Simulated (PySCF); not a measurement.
## BH₂Br (charge +1): single-point calculation

BH₂Br, charge +1, multiplicity 2, computed with RPA/STO-3G, UHF (PySCF 2.14.0).

The geometry is that of the parent species in another charge or spin state. The geometry comes from this level: PBE0-D4/def2-TZVP.

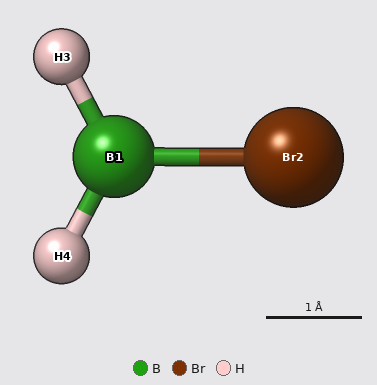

The structure (ball-and-stick view, seen on its broad side; atoms are numbered from 1 in the order of the input).

**Input (job.py)**
```python
from pyscf import gto, scf
from pyscf.gw.urpa import URPA

molecule = gto.M(
    atom=[
    ('B', (-0.153900, 0.025000, -0.096900)),
    ('Br', (1.470100, -0.363400, 0.790800)),
    ('H', (-1.111200, -0.617300, 0.191700)),
    ('H', (-0.149500, 0.895400, -0.905900)),
],
    verbose=4,
    max_memory=1860,
    basis='sto-3g',
    spin=1,
    charge=1,
)

mf = scf.UHF(molecule)
mf.conv_tol = 1e-10
mf.kernel()
if not mf.converged:
    mf = mf.newton().run(mf.mo_coeff, mf.mo_occ)

rpa = URPA(mf, frozen=10)
rpa.kernel()
e_exx = mf.e_tot
e_final = e_exx + rpa.e_corr
print('Final energy', e_final)
```

Hardware: 1 thread of Arm Neoverse V1, 24 GiB of memory available, shared host.

Launch command:
```bash
OMP_NUM_THREADS=1 python job.py
```

**The program's output**
```
PySCF version 2.14.0

[INPUT] num. atoms = 4
[INPUT] num. electrons = 41
[INPUT] charge = 1
[INPUT] spin (= nelec alpha-beta = 2S) = 1
[INPUT] symmetry False subgroup None
[INPUT] Mole.unit = angstrom
[INPUT] Symbol           X                Y                Z      unit          X                Y                Z       unit  Magmom
[INPUT]  1 B     -0.153900000000   0.025000000000  -0.096900000000 AA   -0.290828850571   0.047243153114  -0.183114461470 Bohr   0.0
[INPUT]  2 Br     1.470100000000  -0.363400000000   0.790800000000 AA    2.778086375723  -0.686726473667   1.494395419306 Bohr   0.0
[INPUT]  3 H     -1.111200000000  -0.617300000000   0.191700000000 AA   -2.099863669617  -1.166527936694   0.362260498079 Bohr   0.0
[INPUT]  4 H     -0.149500000000   0.895400000000  -0.905900000000 AA   -0.282514055622   1.692060771936  -1.711902896243 Bohr   0.0

nuclear repulsion = 67.5893265618627
number of shells = 13
number of NR pGTOs = 75
number of NR cGTOs = 25
basis = sto-3g
ecp = {}

******** <class 'pyscf.scf.uhf.UHF'> ********
method = UHF
initial guess = minao
damping factor = 0
level_shift factor = 0
DIIS = <class 'pyscf.scf.diis.CDIIS'>
diis_start_cycle = 1
diis_space = 8
diis_damp = 0
SCF conv_tol = 1e-10
SCF conv_tol_grad = None
SCF max_cycles = 50
direct_scf = True
direct_scf_tol = 1e-13
number electrons alpha = 21  beta = 20
Set gradient conv threshold to 1e-05
init E= -2566.39078531129
  alpha nocc = 21  HOMO = -0.425122157651477  LUMO = 0.0203555639797477
  beta  nocc = 20  HOMO = -0.584791930827535  LUMO = -0.425122157651477

WARN: HOMO -0.425122157651477 >= LUMO -0.425122157651477

cycle= 1 E= -2569.65670332263  delta_E= -3.27  |g|= 0.368  |ddm|= 1.45
  alpha nocc = 21  HOMO = -0.527035079099221  LUMO = -0.228592404050466
  beta  nocc = 20  HOMO = -0.556362239903282  LUMO = -0.378844896556048
  HOMO = -0.527035079099  LUMO = -0.378844896556  gap/eV = 4.03246
cycle= 2 E= -2569.80175621171  delta_E= -0.145  |g|= 0.315  |ddm|= 1.27
  alpha nocc = 21  HOMO = -0.659894945118624  LUMO = -0.105725845619112
  beta  nocc = 20  HOMO = -0.647457852694427  LUMO = -0.360765927911601
  HOMO = -0.647457852694  LUMO = -0.360765927912  gap/eV = 7.80128
cycle= 3 E= -2569.88522600248  delta_E= -0.0835  |g|= 0.0791  |ddm|= 0.448
  alpha nocc = 21  HOMO = -0.713456057668559  LUMO = -0.0802181774848493
  beta  nocc = 20  HOMO = -0.690515028001039  LUMO = -0.31025133735664
  HOMO = -0.690515028001  LUMO = -0.310251337357  gap/eV = 10.34750
cycle= 4 E= -2569.90525697374  delta_E= -0.02  |g|= 0.0496  |ddm|= 0.237
  alpha nocc = 21  HOMO = -0.723688510920834  LUMO = -0.068624382854987
  beta  nocc = 20  HOMO = -0.701901776004944  LUMO = -0.27805294843248
  HOMO = -0.701901776005  LUMO = -0.278052948432  gap/eV = 11.53351
cycle= 5 E= -2569.9162811874  delta_E= -0.011  |g|= 0.0107  |ddm|= 0.288
  alpha nocc = 21  HOMO = -0.722482418842984  LUMO = -0.0670707529746568
  beta  nocc = 20  HOMO = -0.704053567298844  LUMO = -0.286608982783935
  HOMO = -0.704053567299  LUMO = -0.286608982784  gap/eV = 11.35925
cycle= 6 E= -2569.91639190058  delta_E= -0.000111  |g|= 0.00797  |ddm|= 0.0303
  alpha nocc = 21  HOMO = -0.721041893524133  LUMO = -0.0639245328416878
  beta  nocc = 20  HOMO = -0.709418032886266  LUMO = -0.274694014825145
  HOMO = -0.709418032886  LUMO = -0.274694014825  gap/eV = 11.82944
cycle= 7 E= -2569.91650845294  delta_E= -0.000117  |g|= 0.0042  |ddm|= 0.0514
  alpha nocc = 21  HOMO = -0.721512274259622  LUMO = -0.0646319489379701
  beta  nocc = 20  HOMO = -0.706671493817695  LUMO = -0.28038759652765
  HOMO = -0.706671493818  LUMO = -0.280387596528  gap/eV = 11.59978
cycle= 8 E= -2569.91654875571  delta_E= -4.03e-05  |g|= 0.00113  |ddm|= 0.0222
  alpha nocc = 21  HOMO = -0.721315716558492  LUMO = -0.0642530365093775
  beta  nocc = 20  HOMO = -0.70721292079523  LUMO = -0.279266375714292
  HOMO = -0.707212920795  LUMO = -0.279266375714  gap/eV = 11.64502
cycle= 9 E= -2569.91655282127  delta_E= -4.07e-06  |g|= 0.000212  |ddm|= 0.00618
  alpha nocc = 21  HOMO = -0.721350110520357  LUMO = -0.0643382029367691
  beta  nocc = 20  HOMO = -0.707088197032033  LUMO = -0.279506767379215
  HOMO = -0.707088197032  LUMO = -0.279506767379  gap/eV = 11.63508
cycle= 10 E= -2569.91655290132  delta_E= -8e-08  |g|= 6.39e-05  |ddm|= 0.00105
  alpha nocc = 21  HOMO = -0.721341551296182  LUMO = -0.0643052584051467
  beta  nocc = 20  HOMO = -0.707123368428383  LUMO = -0.279445667065224
  HOMO = -0.707123368428  LUMO = -0.279445667065  gap/eV = 11.63770
cycle= 11 E= -2569.91655291064  delta_E= -9.32e-09  |g|= 1.04e-05  |ddm|= 0.000247
  alpha nocc = 21  HOMO = -0.721340949962235  LUMO = -0.0643036783067308
  beta  nocc = 20  HOMO = -0.70712620234232  LUMO = -0.279442117593542
  HOMO = -0.707126202342  LUMO = -0.279442117594  gap/eV = 11.63788
cycle= 12 E= -2569.91655291085  delta_E= -2.12e-10  |g|= 2.16e-06  |ddm|= 3.81e-05
  alpha nocc = 21  HOMO = -0.72134073429054  LUMO = -0.0643028984645186
  beta  nocc = 20  HOMO = -0.707126178141879  LUMO = -0.27944216914073
  HOMO = -0.707126178142  LUMO = -0.279442169141  gap/eV = 11.63787
cycle= 13 E= -2569.91655291086  delta_E= -1.14e-11  |g|= 1.71e-07  |ddm|= 9.61e-06
  alpha nocc = 21  HOMO = -0.721340723078095  LUMO = -0.0643029213851004
  beta  nocc = 20  HOMO = -0.707126226088267  LUMO = -0.279442192095169
  HOMO = -0.707126226088  LUMO = -0.279442192095  gap/eV = 11.63788
```

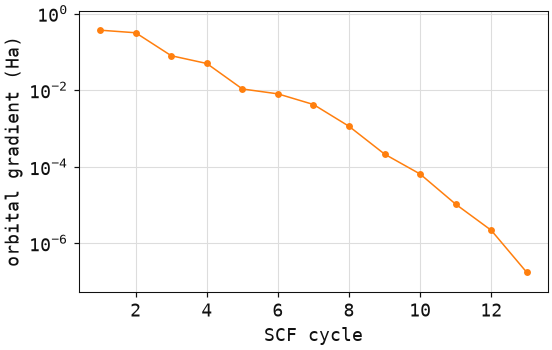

Convergence of the self-consistent field: orbital gradient against the SCF cycle. The residual falls at every step.

```
Extra cycle  E= -2569.91655291086  delta_E= 5e-12  |g|= 7.4e-08  |ddm|= 3.85e-07
converged SCF energy = -2569.91655291086  <S^2> = 0.75300733  2S+1 = 2.0030051

******** <class 'pyscf.gw.urpa.URPA'> ********
nocc = (np.int64(11), np.int64(10)), nmo = (15, 15)
frozen orbitals 10
mem_avail = 1735.03  mem_blk = 0.01  auxlen = 203

******** <class 'pyscf.df.df.DF'> ********
auxbasis = auxmol.basis = {'H': 'def2-svp-ri', 'Br': 'def2-svp-ri', 'B': 'def2-svp-ri'}
Lowest orbital energy difference: ( 6.6139e-01,  4.2768e-01)
E(URPA) = -2571.14012409247  E_corr = -0.0627233369437112  E_hf = -2571.07740075552
Final energy -2569.9792762478037
```

**Summary**

```tsv
quantity	value
outcome	converged
total energy	−2569.979276 hartree
SCF energy	−2569.916553 hartree
correlation energy	−0.062723 hartree
basis functions	25
⟨S²⟩	0.753
wall time	1 s
peak memory	0.12 GiB
```

**Remarks**

The record of the run, not the program, notes: dipole of an ion depends on the origin; logged alpha LUMO and gap are faulty.
